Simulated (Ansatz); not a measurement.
BFH$_{3}$Si$_{2}$ (doublet)

Input file:

```
crystal:
  periodic: [false, false, false]
  atoms:
    - symbol: B
      position_ang: [-0.610416, 0.637352, 0.166253]
    - symbol: F
      position_ang: [-3.143774, -1.104568, 0.785314]
    - symbol: Si
      position_ang: [-1.558379, -1.153232, 0.418357]
    - symbol: Si
      position_ang: [-0.214102, -0.017331, 1.923335]
    - symbol: H
      position_ang: [-1.378351, -2.382771, -0.401566]
    - symbol: H
      position_ang: [-0.606825, 1.432215, -0.736092]
    - symbol: H
      position_ang: [0.556816, 0.015610, 0.370908]
basis:
  gaussian:
    orbitals: def2-TZVPD
magnetization:
  spin_polarized: true
  initial_magnetization: 1
hamiltonian:
  xc: pbe0
output: {forces: true, orbitals: {seedname: orbitals}}
```

Run with:

```sh
ansatz run input.yaml --threads 1 --pin off --max-ram 2610MiB --events-out events.jsonl --progress --plain --runs-dir runs
```

Geometry: PBE0-D3(BJ)/def2-SVP.

Theory: Ansatz, isolated molecule in a Gaussian basis; Kohn-Sham density functional theory, functional PBE0.

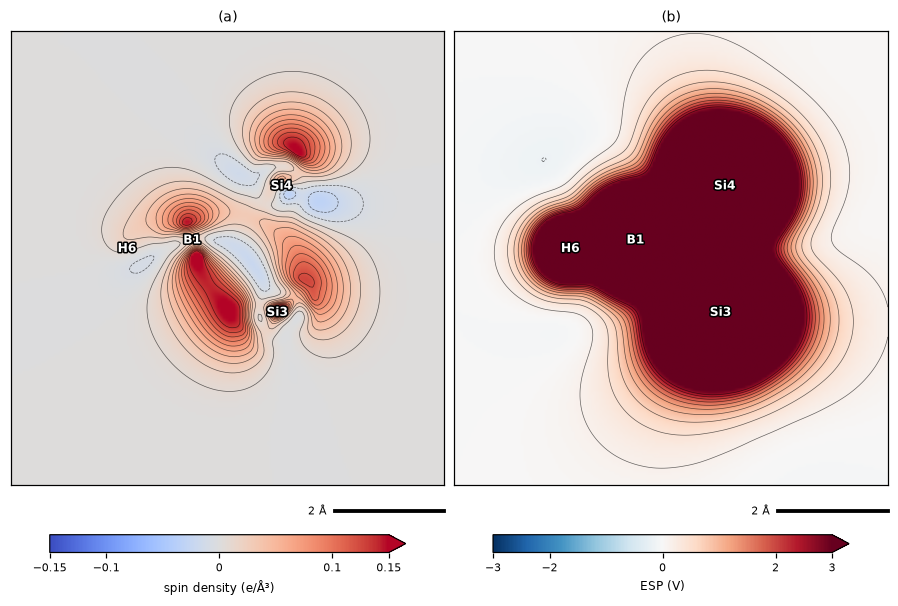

Figure 1. (a) spin density; (b) electrostatic potential on the plane of atoms Si3, B1 and Si4.

Read the bonding off the picture.

The plane passes through B, Si and H nuclei.
The unpaired spin (1 electron) lies mostly on Si3 (about 0.4), Si4 (about 0.3) and B1 (about 0.2), in electrons by Hirshfeld's partition.
The potential has no marked negative region in this plane.

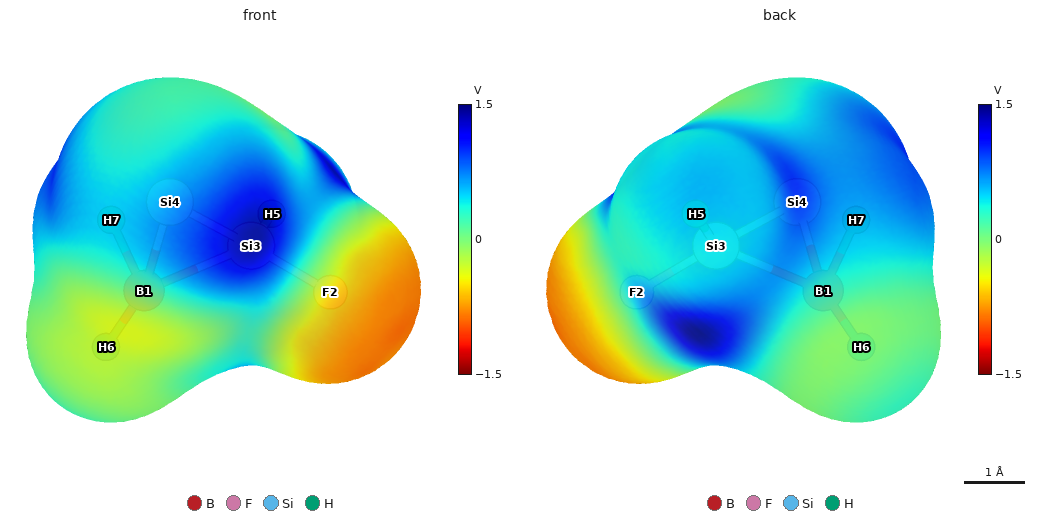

Figure 2. The electrostatic potential painted on the density surface at 0.002 e/bohr³, seen from the front and from behind; red is negative and blue positive.

Describe the electrostatic potential map.

The most negative region (about −0.9 V) lies over F2, the most positive (about +1.4 V) over Si3 and Si4.

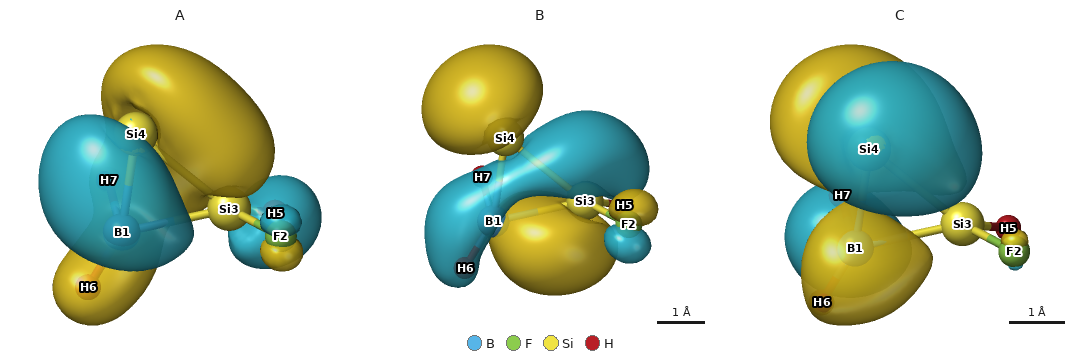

Figure 3. Three frontier orbitals at ±0.08 Å⁻³ᐟ² (yellow and cyan are the two phases), in no order.

Order the three orbitals by energy and name them. All are α orbitals.

A is the HOMO−1 (α) (−7.30 eV). By Hirshfeld shares it lies mainly on Si4 (about 45 %), B1 (about 25 %) and Si3 (about 20 %). B is the HOMO (α) (−6.24 eV). Its weight (Hirshfeld) is mainly on Si4 (about 40 %), Si3 (about 35 %) and B1 (about 20 %). C is the LUMO (α) (−1.92 eV). By Hirshfeld shares it lies mainly on Si4 (about 65 %), B1 (about 20 %) and H7 (about 5 %).

What is the gap between the highest occupied and lowest empty α orbitals?

4.32 eV between the orbital energies.

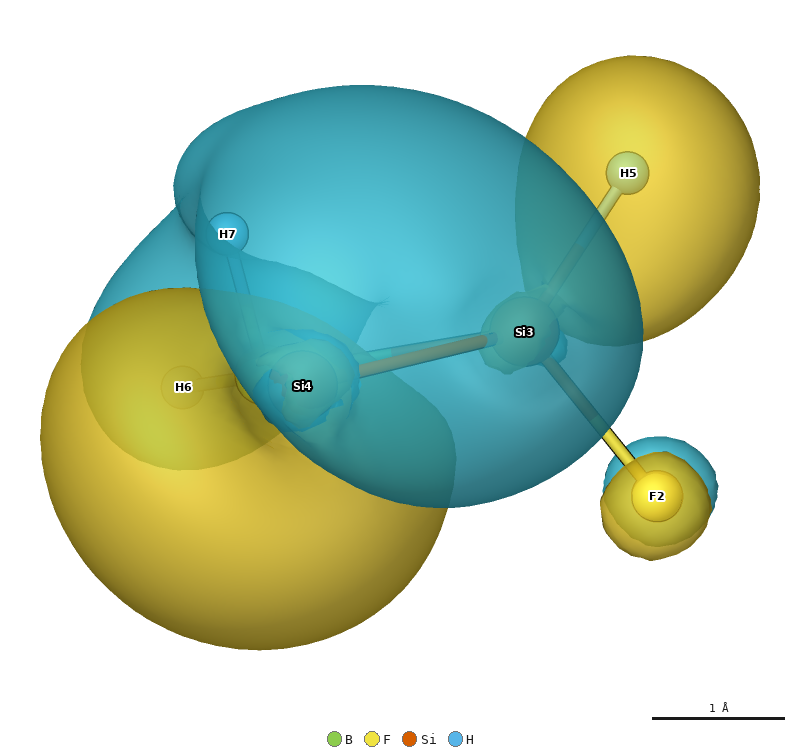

Figure 4. The HOMO (β) at ±0.06 Å⁻³ᐟ² (yellow and cyan are the two phases), seen from one side.

Describe this orbital and give its energy.

Its weight (Hirshfeld) is mainly on Si4 (about 45 %), B1 (about 25 %) and Si3 (about 15 %). Its energy is −7.06 eV.
